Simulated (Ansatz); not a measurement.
A series of calculations on BSiH$_{3}$Cl$_{2}$

**1. Relaxation**

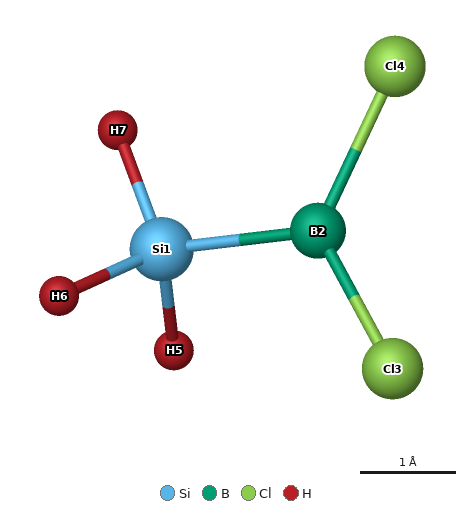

Starting structure of BSiH₃Cl₂ (coarse preliminary run). The picture is a ball-and-stick view, seen at a tilt.

Theory: Ansatz, RKS PBE-D4/def2-SVP.

Input file:
```yaml
crystal:
  periodic: [false, false, false]
  atoms:
    - {symbol: Si, position_ang: [-0.074200, 0.796900, -0.216500]}
    - {symbol: B, position_ang: [0.127000, -1.019500, 0.263600]}
    - {symbol: Cl, position_ang: [-1.364500, -2.105800, 0.508700]}
    - {symbol: Cl, position_ang: [1.906900, -1.680000, 0.470700]}
    - {symbol: H, position_ang: [-0.850300, 0.905700, -1.520500]}
    - {symbol: H, position_ang: [-0.897400, 1.538400, 0.818500]}
    - {symbol: H, position_ang: [1.213900, 1.496300, -0.370300]}
basis:
  gaussian: {orbitals: def2-SVP}
hamiltonian: {xc: pbe, dispersion: d4}
relax: {f_tol: 0.03, max_steps: 250}
```

**Predict the outcome.**

The optimiser took 4 steps. The atom that moves furthest after the best rigid fit is Cl4 (0.18 Å). By element the largest moves are Cl 0.18 Å, H 0.09 Å, B 0.08 Å, Si 0.07 Å. Among the contacts that change: B2–Cl4 1.910 → 1.759 Å, Si1–B2 1.890 → 2.029 Å, B2–Cl3 1.861 → 1.761 Å, Si1–H7 1.474 → 1.504 Å. Bond angles that change, for instance: Si1–B2–Cl4 117.3° → 122.1°, Cl3–B2–Cl4 122.1° → 118.2°.

The structure at the end:

```xyz
7

Si   -0.0909    0.8574   -0.2358
B     0.1709   -1.0867    0.2833
Cl   -1.2333   -2.1219    0.5210
Cl    1.7689   -1.7902    0.4962
H    -0.8564    0.9338   -1.5320
H    -0.9128    1.5535    0.8185
H     1.2151    1.5860   -0.3970
```

The end point in the same view:

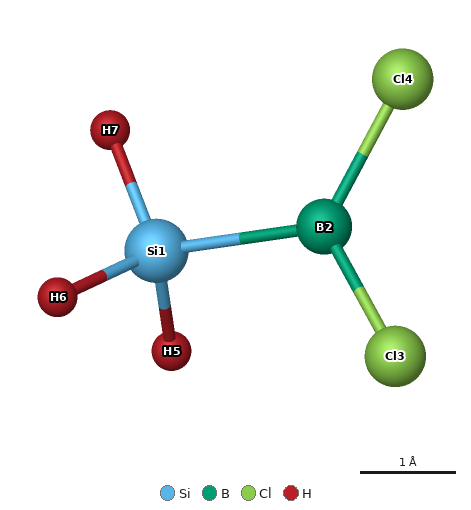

**2. Relaxation**

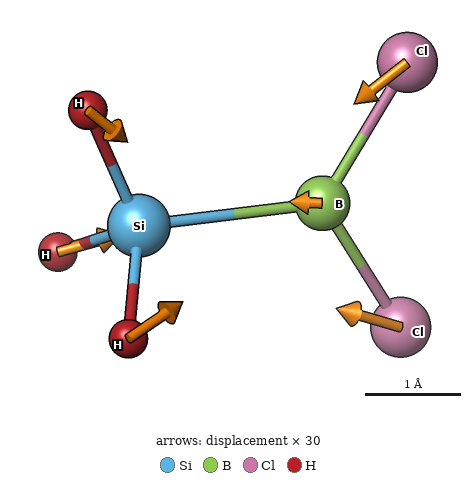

This is a relaxation of BSiH3Cl2. The starting structure is drawn; orange arrows show the displacements, 30 times their true length. The two geometries are superimposed by the best rigid fit.

The picture is a ball-and-stick view, seen at a tilt.

Theory: RKS PBE0-D4/def2-TZVP in Ansatz. Settings: force threshold 0.005 eV/Å; at most 200 steps.

Question: What did the optimiser do to the structure, and how much energy did it gain?

Answer: After 5 geometry steps the energy has fallen by 0.42 kcal/mol. Largest force component: 0.38 eV/Å at the start, 0.0021 eV/Å at the end. A Cl atom moves most after the best rigid fit: 0.027 Å. By element the largest moves are Cl 0.027 Å, H 0.026 Å, B 0.012 Å, Si 0.002 Å. Among the contacts that change: H–Si 1.507 → 1.488 Å, B–Cl 1.759 → 1.743 Å, B–Si 2.029 → 2.020 Å. The run took of the order of 22 core-seconds on a shared host.

**3. Scan**

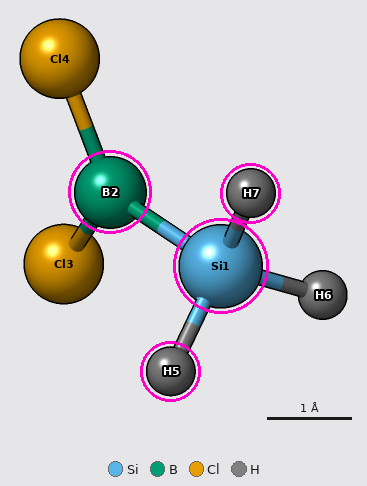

Energy scan for BSiH₃Cl₂, in which the Si1–H5 distance and the B2–Si1–H7 angle are varied on a grid, with the rest of the molecule carried along rigidly. The picture shows the minimum geometry. The ringed atoms are those of the scanned coordinate. The picture is a ball-and-stick view, seen from a free direction.

Level of theory: CCSD(T) (def2-TZVPP, Ansatz), on geometries moved rigidly from the minimum at PBE0-D4/def2-TZVP. Coupled cluster with a frozen core. Energies are counted from the PBE0-D4/def2-TZVP minimum geometry at the same level.

The input:
```yaml
crystal:
  periodic: [false, false, false]
  atoms:
    - {symbol: Si, position_ang: [-0.091332, 0.859334, -0.236783]}
    - {symbol: B, position_ang: [0.169968, -1.076215, 0.277153]}
    - {symbol: Cl, position_ang: [-1.225959, -2.095901, 0.516284]}
    - {symbol: Cl, position_ang: [1.752880, -1.772393, 0.492387]}
    - {symbol: H, position_ang: [-0.845949, 0.917348, -1.517993]}
    - {symbol: H, position_ang: [-0.901632, 1.530105, 0.815667]}
    - {symbol: H, position_ang: [1.203423, 1.569722, -0.392516]}
basis:
  gaussian: {orbitals: def2-TZVPP}
correlation: {method: ccsd_t}
```

### What energies does the calculation give on a grid with rows 1.339, 1.413, 1.521, 1.646, 1.786 and columns 81.9, 96.9, 111.9, 126.9, 141.9 (Si1–H5 distance (Å); B2–Si1–H7 angle (°))?

Rows: Si1–H5 distance (Å); columns: B2–Si1–H7 angle (°); values in kJ/mol.

|  | 81.9 | 96.9 | 111.9 | 126.9 | 141.9 |
| --- | --- | --- | --- | --- | --- |
| 1.339 | 77.5 | 35.0 | 22.4 | 36.6 | 76.1 |
| 1.413 | 60.5 | 17.6 | 4.7 | 18.5 | 57.4 |
| 1.521 | 57.8 | 14.6 | 1.2 | 14.2 | 52.2 |
| 1.646 | 76.0 | 32.3 | 18.3 | 30.5 | 67.3 |
| 1.786 | 111.2 | 67.0 | 52.4 | 63.7 | 99.1 |

In pairs of (Si1–H5 distance (Å); B2–Si1–H7 angle (°)): the lowest computed point lies at (1.521, 111.9) (1.2 kJ/mol), the highest at (1.786, 81.9) (111.2 kJ/mol).  Over the ranges scanned the energy rises by about as much along both axes.

**4. Energy map**

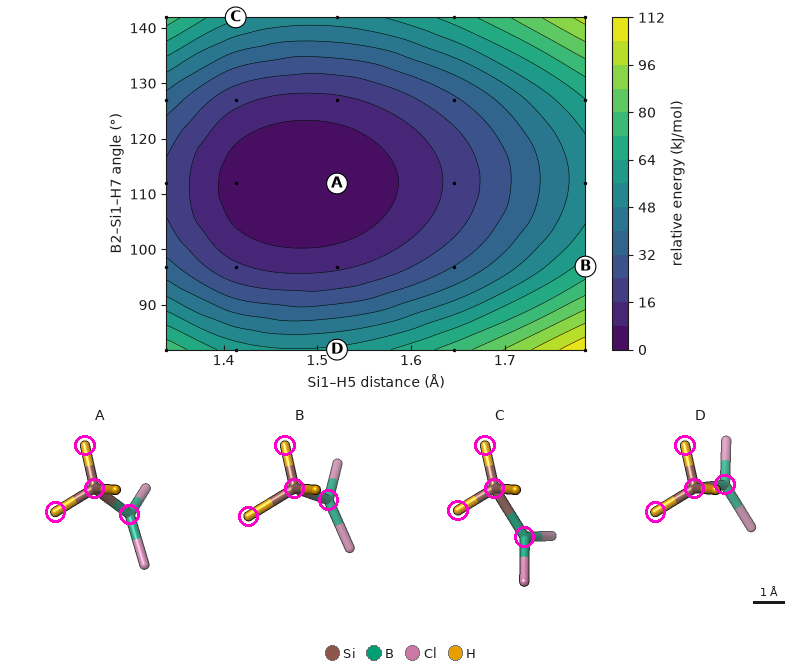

A scan of BSiH₃Cl₂: one Si–H bond length and one B–Si–H angle are varied on a grid, with the rest of the molecule carried along rigidly. The map is interpolated between the computed points (dots). The lettered frames are marked on it. Style: stick. Shown from a free direction. The ringed atoms are those of the scanned coordinates.

Single-point energies from Ansatz with CCSD(T) in the def2-TZVPP basis, on geometries moved rigidly from the minimum at PBE0-D4/def2-TZVP. Coupled cluster with a frozen core. Energies are counted from the PBE0-D4/def2-TZVP minimum geometry at the same level.

Question: Describe the energy landscape.

Answer: In pairs of (Si1–H5 distance (Å); B2–Si1–H7 angle (°)): the lowest computed point lies at (1.521, 111.9) (1.2 kJ/mol), the highest at (1.786, 81.9) (111.2 kJ/mol).  Over the ranges scanned the energy rises by about as much along both axes. The frames lie at A (1.521, 111.9): 1.2 kJ/mol, B (1.786, 96.9): 67.0 kJ/mol, C (1.413, 141.9): 57.4 kJ/mol, D (1.521, 81.9): 57.8 kJ/mol.
